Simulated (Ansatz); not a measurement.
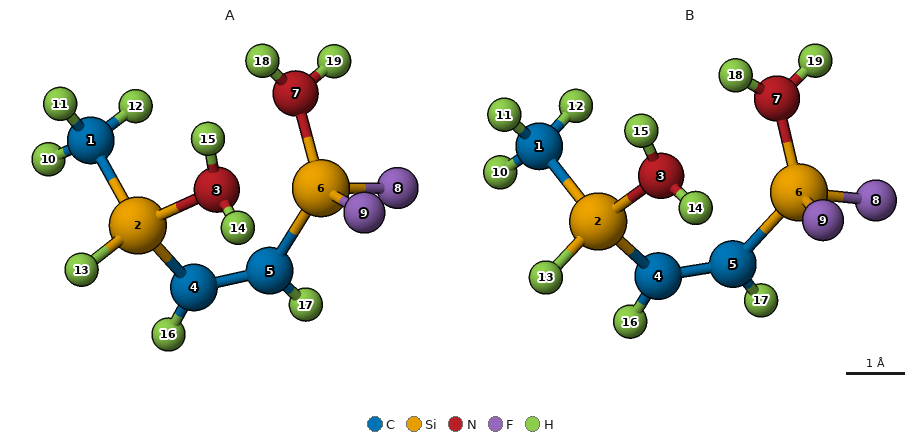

Two geometries of C₃H₁₀F₂N₂Si₂, drawn at one scale. One is the start of a relaxation, the other its converged end. A ball-and-stick model, seen at a tilt.

Theory: RKS PBE0-D4/def2-TZVP in Ansatz 0.2.0. Settings: force threshold 0.005 eV/Å; at most 150 steps.

**Which geometry has the lower energy?**

Structure B is the relaxed one. The start comes from PBE-D4/def2-SVP. The atom that moves furthest after the best rigid fit is H15 (0.52 Å). By element the largest moves are H 0.52 Å, N 0.40 Å, F 0.39 Å, Si 0.38 Å, C 0.23 Å. Among the contacts that change: N3–Si6 2.295 → 3.001 Å, Si2–Si6 3.287 → 3.608 Å, Si2–N3 1.802 → 1.732 Å, Si6–F8 1.665 → 1.598 Å. Among the angles between lasting bonds that change: Si2–C4–C5 115.6° → 125.2°, N3–Si2–C4 98.0° → 106.4°, C5–Si6–F8 96.6° → 104.5°. The energy falls by 4.50 kcal/mol in 26 accepted moves (27 points after the start). The largest force component goes from 1 to 0.0024 eV/Å. The line search rejected the trial step at point 10 of the run. The forces were under the threshold at step 19, but the run went on from there.
